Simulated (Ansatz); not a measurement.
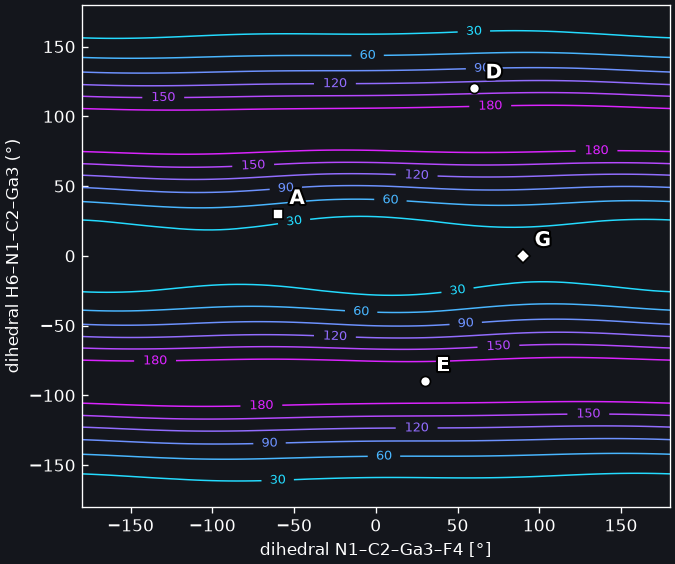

CH2F2GaN, SMILES N=[CH][Ga]([F])[F]. 
- Coordinates scanned: (1) dihedral N1–C2–Ga3–F4; (2) dihedral H6–N1–C2–Ga3.
- Nothing is relaxed (all other coordinates rigid).
- The scan uses a 12 × 12 grid; 74 points were computed and 70 follow by symmetry.
- Points are written as (first, second).
- All energies are given in kJ/mol relative to the relaxed molecule at the same level.
- The dihedral twists a double bond; near 90° a spin-restricted reference is unreliable.
- Level of theory: RKS B3LYP-D4/def2-TZVP (Ansatz).

Drawn: contour lines labelled in kJ/mol, lettered points. Between grid points the surface is interpolated.

> Is E the lowest point of the computed grid?

No. E lies 206 kJ/mol above the lowest grid point, which is at (0°, 0°).

> Rank the lettered points by energy, lowest first.

G (16 kJ/mol), A (43 kJ/mol), D (137 kJ/mol), E (206 kJ/mol).
